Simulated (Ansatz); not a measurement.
**C5H10O3 (2-hydroxymethyl-1,3-dioxane): levels of theory compared**

Wanted: a comparison of 5 runs (PBE/6-31G, B3LYP/6-31G*, wB97X/6-31G*, PBE0/def2-SVP) of C5H10O3 (2-hydroxymethyl-1,3-dioxane). 

The results are computed with Ansatz 0.2.0.

2 further runs of the same task are left out: 1 that didn't finish, 1 set aside as unsound or not needed.

## Step 1: The structure to begin with

C5H10O3 has 18 atoms, charge 0, and is taken as a singlet. SMILES: `OCC1OCCCO1`. Geometry: relaxed at PBE0-D4/def2-TZVP. This is one conformer, not always the lowest.

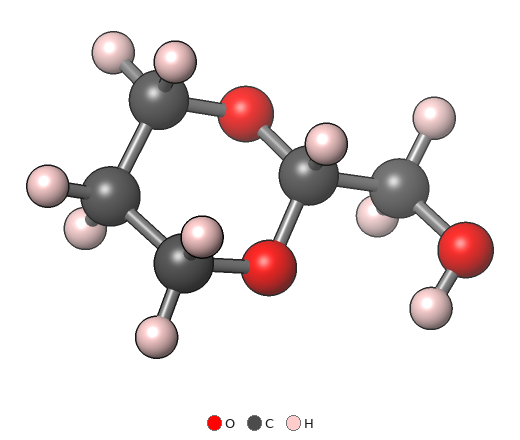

Viewed from a chosen angle; oxygen red, carbon dark grey, hydrogen pink.

## Step 2: Energy and gradient at PBE/6-31G (run 1)

Contents of in.yaml:

```yaml
crystal:
  periodic: [false, false, false]
  atoms:
    - {symbol: O, position_ang: [3.098270, -0.218170, -0.050230]}
    - {symbol: C, position_ang: [2.120560, 0.555900, 0.593490]}
    - {symbol: C, position_ang: [0.745460, -0.042070, 0.416360]}
    - {symbol: O, position_ang: [0.500950, -0.114060, -0.964430]}
    - {symbol: C, position_ang: [-0.767410, -0.679510, -1.232810]}
    - {symbol: C, position_ang: [-1.852340, 0.122950, -0.539410]}
    - {symbol: C, position_ang: [-1.494580, 0.260570, 0.928780]}
    - {symbol: O, position_ang: [-0.180720, 0.765560, 1.071660]}
    - {symbol: H, position_ang: [2.804130, -0.335480, -0.959370]}
    - {symbol: H, position_ang: [2.092140, 1.587090, 0.217360]}
    - {symbol: H, position_ang: [2.364700, 0.583430, 1.656300]}
    - {symbol: H, position_ang: [0.703960, -1.066900, 0.831300]}
    - {symbol: H, position_ang: [-0.888350, -0.681350, -2.316870]}
    - {symbol: H, position_ang: [-0.784180, -1.723730, -0.883550]}
    - {symbol: H, position_ang: [-2.822770, -0.369180, -0.651410]}
    - {symbol: H, position_ang: [-1.917670, 1.115220, -0.993620]}
    - {symbol: H, position_ang: [-2.154890, 0.957250, 1.446610]}
    - {symbol: H, position_ang: [-1.567250, -0.717540, 1.429840]}
basis:
  gaussian: {orbitals: 6-31G}
hamiltonian: {xc: pbe}
output: {forces: true, orbitals: {seedname: orbitals}}
accuracy: high
magnetization: {spin_polarized: false, initial_magnetization: 0}
```

Command:

```bash
$ ansatz run in.yaml --threads 4 --pin off --max-ram 12180MiB --events-out events.jsonl --progress --plain --runs-dir runs
```

Output, cut to the lines that bear on the results:

```text
Warning: RAYON_NUM_THREADS=4 ignored (pool sized by the plan → 4); use --threads N
Functional definition: PBE
  name "PBE"
[...]
2496 factors; integrals over basis functions are off by at most 4.3e-9 eV
[...]
mean field -11471.21212325 eV, -421.5592700624 hartree, gradient 7.9e-8 eV, S^2 0.000000; 0 other end points of the search recorded, 0 dependent functions left out
[...]
reference -11471.21212616 eV, -421.5592701694 hartree; 32, 32 occupied and 60, 60 virtual orbitals, 2496 factors
Total energy: -11471.21212616 eV, -421.5592701694 hartree
Atom 0 at     3.098270    -0.218170    -0.050230 Å, force     1.342107    -0.719647     0.416177 eV/Å
Atom 1 at     2.120560     0.555900     0.593490 Å, force    -0.572171     0.667795     0.673271 eV/Å
Atom 2 at     0.745460    -0.042070     0.416360 Å, force     1.323620    -0.508953     0.830838 eV/Å
Atom 3 at     0.500950    -0.114060    -0.964430 Å, force     1.292684     0.514991    -1.429692 eV/Å
Atom 4 at    -0.767410    -0.679510    -1.232810 Å, force    -1.060186    -0.673784    -0.671991 eV/Å
Atom 5 at    -1.852340     0.122950    -0.539410 Å, force    -0.304898     0.028905    -0.112535 eV/Å
Atom 6 at    -1.494580     0.260570     0.928780 Å, force    -1.386227    -0.272765     0.237250 eV/Å
Atom 7 at    -0.180720     0.765560     1.071660 Å, force     0.394644     1.579640     1.053410 eV/Å
Atom 8 at     2.804130    -0.335480    -0.959370 Å, force    -0.254147    -0.246724    -1.302835 eV/Å
Atom 9 at     2.092140     1.587090     0.217360 Å, force    -0.099129     0.386841    -0.072915 eV/Å
Atom 10 at     2.364700     0.583430     1.656300 Å, force     0.067024     0.038816     0.296618 eV/Å
Atom 11 at     0.703960    -1.066900     0.831300 Å, force     0.016340    -0.388273     0.164040 eV/Å
Atom 12 at    -0.888350    -0.681350    -2.316870 Å, force    -0.043519    -0.022706    -0.339012 eV/Å
Atom 13 at    -0.784180    -1.723730    -0.883550 Å, force    -0.058403    -0.396927     0.126956 eV/Å
Atom 14 at    -2.822770    -0.369180    -0.651410 Å, force    -0.343687    -0.136857    -0.059786 eV/Å
Atom 15 at    -1.917670     1.115220    -0.993620 Å, force    -0.024060     0.328101    -0.150874 eV/Å
Atom 16 at    -2.154890     0.957250     1.446610 Å, force    -0.215323     0.200219     0.174433 eV/Å
Atom 17 at    -1.567250    -0.717540     1.429840 Å, force    -0.074670    -0.378674     0.166647 eV/Å
Dipole moment:    -0.735027    -0.178635    -0.181709 e Å
```

It took 4.8 s on 4 threads of Arm Neoverse V2, shared host; peak memory 0.3 GiB.

## Step 3: Energy and forces at B3LYP/6-31G(d) (spherical functions) (run 2)

Contents of run.yaml:

```yaml
crystal:
  periodic: [false, false, false]
  atoms:
    - symbol: O
      position_ang: [3.098270, -0.218170, -0.050230]
    - symbol: C
      position_ang: [2.120560, 0.555900, 0.593490]
    - symbol: C
      position_ang: [0.745460, -0.042070, 0.416360]
    - symbol: O
      position_ang: [0.500950, -0.114060, -0.964430]
    - symbol: C
      position_ang: [-0.767410, -0.679510, -1.232810]
    - symbol: C
      position_ang: [-1.852340, 0.122950, -0.539410]
    - symbol: C
      position_ang: [-1.494580, 0.260570, 0.928780]
    - symbol: O
      position_ang: [-0.180720, 0.765560, 1.071660]
    - symbol: H
      position_ang: [2.804130, -0.335480, -0.959370]
    - symbol: H
      position_ang: [2.092140, 1.587090, 0.217360]
    - symbol: H
      position_ang: [2.364700, 0.583430, 1.656300]
    - symbol: H
      position_ang: [0.703960, -1.066900, 0.831300]
    - symbol: H
      position_ang: [-0.888350, -0.681350, -2.316870]
    - symbol: H
      position_ang: [-0.784180, -1.723730, -0.883550]
    - symbol: H
      position_ang: [-2.822770, -0.369180, -0.651410]
    - symbol: H
      position_ang: [-1.917670, 1.115220, -0.993620]
    - symbol: H
      position_ang: [-2.154890, 0.957250, 1.446610]
    - symbol: H
      position_ang: [-1.567250, -0.717540, 1.429840]
basis:
  gaussian:
    orbitals: 6-31G_st_-spherical.json
hamiltonian:
  xc: {name: B3LYP}
accuracy: high
output: {forces: true, orbitals: {seedname: orbitals}}
```

The basis set 6-31G* is read from a file made from the Basis Set Exchange's data (not shown).

Command:

```bash
$ ansatz run run.yaml --threads 4 --pin off --max-ram 12180MiB --events-out events.jsonl --progress --plain --runs-dir runs
```

Output, cut to the lines that bear on the results:

```text
Warning: RAYON_NUM_THREADS=4 ignored (pool sized by the plan → 4); use --threads N
Functional definition: B3LYP
  name "B3LYP"
[...]
3386 factors; integrals over basis functions are off by at most 4.5e-9 eV
[...]
mean field -11488.28845731 eV, -422.1868137646 hartree, gradient 2.1e-8 eV, S^2 0.000000; 0 other end points of the search recorded, 0 dependent functions left out
[...]
reference -11488.28849952 eV, -422.1868153157 hartree; 32, 32 occupied and 100, 100 virtual orbitals, 3386 factors
Total energy: -11488.28849952 eV, -422.1868153157 hartree
Atom 0 at     3.098270    -0.218170    -0.050230 Å, force     0.448324    -0.183364     0.261214 eV/Å
Atom 1 at     2.120560     0.555900     0.593490 Å, force     0.065290     0.206313     0.087179 eV/Å
Atom 2 at     0.745460    -0.042070     0.416360 Å, force     0.143400    -0.258395     0.201579 eV/Å
[...]
Atom 8 at     2.804130    -0.335480    -0.959370 Å, force    -0.169881    -0.031370    -0.391556 eV/Å
Atom 9 at     2.092140     1.587090     0.217360 Å, force    -0.012713     0.124709    -0.004670 eV/Å
Atom 10 at     2.364700     0.583430     1.656300 Å, force     0.048146     0.017552     0.082113 eV/Å
Atom 11 at     0.703960    -1.066900     0.831300 Å, force     0.031968    -0.052038     0.034418 eV/Å
Atom 12 at    -0.888350    -0.681350    -2.316870 Å, force    -0.005320    -0.014993    -0.109002 eV/Å
Atom 13 at    -0.784180    -1.723730    -0.883550 Å, force    -0.020841    -0.101295     0.008132 eV/Å
Atom 14 at    -2.822770    -0.369180    -0.651410 Å, force    -0.124095    -0.035496    -0.028439 eV/Å
Atom 15 at    -1.917670     1.115220    -0.993620 Å, force    -0.004571     0.090879    -0.041179 eV/Å
Atom 16 at    -2.154890     0.957250     1.446610 Å, force    -0.064726     0.059702     0.065302 eV/Å
Atom 17 at    -1.567250    -0.717540     1.429840 Å, force    -0.035815    -0.082526     0.052099 eV/Å
Dipole moment:    -0.629079    -0.151326    -0.158850 e Å
```

Run time: 8.7 s. Hardware: 4 threads of Arm Neoverse V2, shared host; peak memory 0.74 GiB.

Runs 3 to 4 aren't shown in full; the table further down has their settings and results.

## Step 4: Energy and gradient at PBE0/def2-SVP (run 5)

Contents of run.yaml:

```yaml
crystal:
  periodic: [false, false, false]
  atoms:
    - {symbol: O, position_ang: [3.098270, -0.218170, -0.050230]}
    - {symbol: C, position_ang: [2.120560, 0.555900, 0.593490]}
    - {symbol: C, position_ang: [0.745460, -0.042070, 0.416360]}
    - {symbol: O, position_ang: [0.500950, -0.114060, -0.964430]}
    - {symbol: C, position_ang: [-0.767410, -0.679510, -1.232810]}
    - {symbol: C, position_ang: [-1.852340, 0.122950, -0.539410]}
    - {symbol: C, position_ang: [-1.494580, 0.260570, 0.928780]}
    - {symbol: O, position_ang: [-0.180720, 0.765560, 1.071660]}
    - {symbol: H, position_ang: [2.804130, -0.335480, -0.959370]}
    - {symbol: H, position_ang: [2.092140, 1.587090, 0.217360]}
    - {symbol: H, position_ang: [2.364700, 0.583430, 1.656300]}
    - {symbol: H, position_ang: [0.703960, -1.066900, 0.831300]}
    - {symbol: H, position_ang: [-0.888350, -0.681350, -2.316870]}
    - {symbol: H, position_ang: [-0.784180, -1.723730, -0.883550]}
    - {symbol: H, position_ang: [-2.822770, -0.369180, -0.651410]}
    - {symbol: H, position_ang: [-1.917670, 1.115220, -0.993620]}
    - {symbol: H, position_ang: [-2.154890, 0.957250, 1.446610]}
    - {symbol: H, position_ang: [-1.567250, -0.717540, 1.429840]}
basis:
  gaussian:
    orbitals: def2-SVP
accuracy: high
output:
  forces: true
  orbitals: {seedname: orbitals}
hamiltonian:
  xc: pbe0
```

Command:

```bash
$ ansatz run run.yaml --threads 4 --pin off --max-ram 12180MiB --events-out events.jsonl --progress --plain --runs-dir runs
```

Output, cut to the lines that bear on the results:

```text
Warning: RAYON_NUM_THREADS=4 ignored (pool sized by the plan → 4); use --threads N
Functional definition: PBE0
  name "PBE0"
[...]
4097 factors; integrals over basis functions are off by at most 2.3e-8 eV
[...]
mean field -11467.47490919 eV, -421.4219299790 hartree, gradient 7.8e-8 eV, S^2 0.000000; 0 other end points of the search recorded, 0 dependent functions left out
[...]
reference -11467.47491228 eV, -421.4219300928 hartree; 32, 32 occupied and 130, 130 virtual orbitals, 4097 factors
Total energy: -11467.47491228 eV, -421.4219300928 hartree
Atom 0 at     3.098270    -0.218170    -0.050230 Å, force    -0.093852     0.082406     0.233112 eV/Å
Atom 1 at     2.120560     0.555900     0.593490 Å, force     0.314131    -0.484292    -0.368828 eV/Å
Atom 2 at     0.745460    -0.042070     0.416360 Å, force    -0.023269     0.419095    -0.120476 eV/Å
[...]
Atom 8 at     2.804130    -0.335480    -0.959370 Å, force    -0.104937     0.021358    -0.103307 eV/Å
Atom 9 at     2.092140     1.587090     0.217360 Å, force    -0.081166     0.296595    -0.053151 eV/Å
Atom 10 at     2.364700     0.583430     1.656300 Å, force     0.030057     0.046996     0.297944 eV/Å
Atom 11 at     0.703960    -1.066900     0.831300 Å, force     0.026386    -0.250271     0.106627 eV/Å
Atom 12 at    -0.888350    -0.681350    -2.316870 Å, force    -0.056632    -0.026005    -0.300068 eV/Å
Atom 13 at    -0.784180    -1.723730    -0.883550 Å, force    -0.028988    -0.273189     0.063881 eV/Å
Atom 14 at    -2.822770    -0.369180    -0.651410 Å, force    -0.258828    -0.104001    -0.042997 eV/Å
Atom 15 at    -1.917670     1.115220    -0.993620 Å, force    -0.008072     0.258409    -0.115241 eV/Å
Atom 16 at    -2.154890     0.957250     1.446610 Å, force    -0.208983     0.168258     0.148505 eV/Å
Atom 17 at    -1.567250    -0.717540     1.429840 Å, force    -0.051798    -0.241550     0.132132 eV/Å
Dipole moment:    -0.639089    -0.168847    -0.150020 e Å
```

Run time: 11 s. Hardware: 4 threads of Arm Neoverse V2, shared host; peak memory 1 GiB.

## Step 5: Overview of the runs

```
run                               level  Cartesian functions  energy (Eh)  dipole moment (D)  HOMO energy (eV)  LUMO energy (eV)  wall time
  1                           PBE/6-31G                   no  -421.559270               3.74             -5.60              1.54      4.8 s
  2  B3LYP/6-31G* (spherical functions)                   no  -422.186815               3.20             -7.08              2.41      8.7 s
  3  wB97X/6-31G* (spherical functions)                   no  -422.091364               3.32             -9.88              4.94       24 s
  4  B3LYP/6-31G* (Cartesian functions)                  yes  -422.193914               3.21             -7.09              2.40        9 s
  5                       PBE0/def2-SVP                   no  -421.421930               3.26             -7.51              1.79       11 s
```

## Step 6: Results

```
                       quantity          value
            run 5: total energy  -421.42193 Eh
           run 5: dipole moment         3.26 D
             run 5: HOMO energy       -7.51 eV
             run 5: LUMO energy        1.79 eV
           run 5: HOMO–LUMO gap        9.31 eV
run 5: largest force on an atom     0.685 eV/Å
```

In words: The dipole moment (its size) runs from 3.20 D (B3LYP/6-31G*) to 3.74 D (PBE/6-31G). The two ends differ in method and basis. The HOMO–LUMO gap runs from 7.13 eV (PBE/6-31G) to 14.82 eV (wB97X/6-31G*). Totals of different functionals can't be ranked against each other. All runs together took 58 s, the longest 24 s.
